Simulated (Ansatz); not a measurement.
Input file:

```
crystal:
  periodic: [false, false, false]
  atoms:
    - { symbol: B, position_ang: [0.0, 0.0, 0.0] }
    - { symbol: H, position_ang: [0.0, 0.0, 1.44] }
    - { symbol: H, position_ang: [1.0305, 0.0, -0.595] }
    - { symbol: H, position_ang: [-1.0305, 0.0, -0.595] }
    - { symbol: H, position_ang: [0.0, 0.0, 2.4] }
magnetization:
  spin_polarized: true
  initial_magnetization: 1
basis:
  gaussian: { orbitals: def2-SVP }
hamiltonian:
  xc: revpbe
relax:
  f_tol: 0.15
  max_steps: 25
  restrain:
    - { distance: [1, 4], at: 1.86, k: 30.0 }
    - { distance: [0, 1], at: 1.19, k: 30.0 }
output:
  orbitals: {}
```

Run with:

```sh
ansatz run input.yaml --threads 1 --pin off --max-ram 2048MiB --backend cpu --events-out ev --progress --plain --runs-dir out
```

The fields are those of the relaxed geometry.

These are results of UKS revPBE/def2-SVP in Ansatz, not measurements.

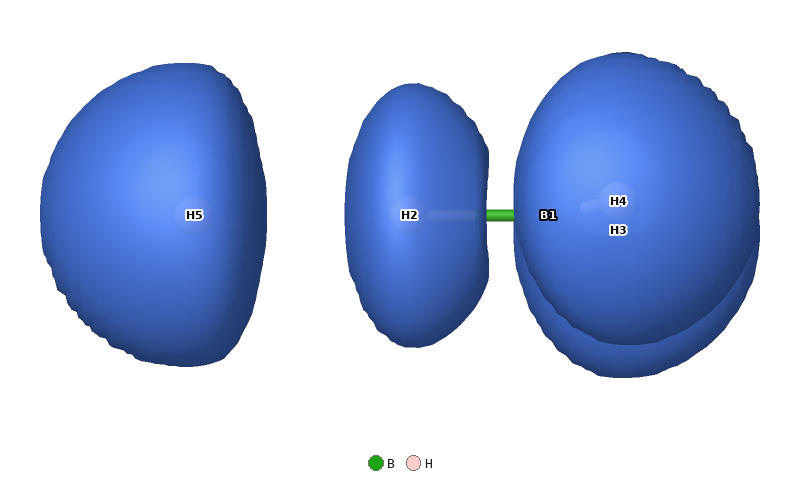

BH$_{3}$···H (doublet). Isosurface of the ELF at 0.8 (blue), seen from one side. Core shells and regions of very low density are left out.

Q: What do the ELF domains correspond to?

A: At this value the surface marks out four regions around hydrogen nuclei.

Values along the shortest contacts:
H2···H5 (1.87 Å): the ELF dips to about 0.15 between them. B–H (1.20 Å): the ELF climbs to about 1 towards the hydrogen, as it does in any bond to H (an ordinary covalent bond to hydrogen).
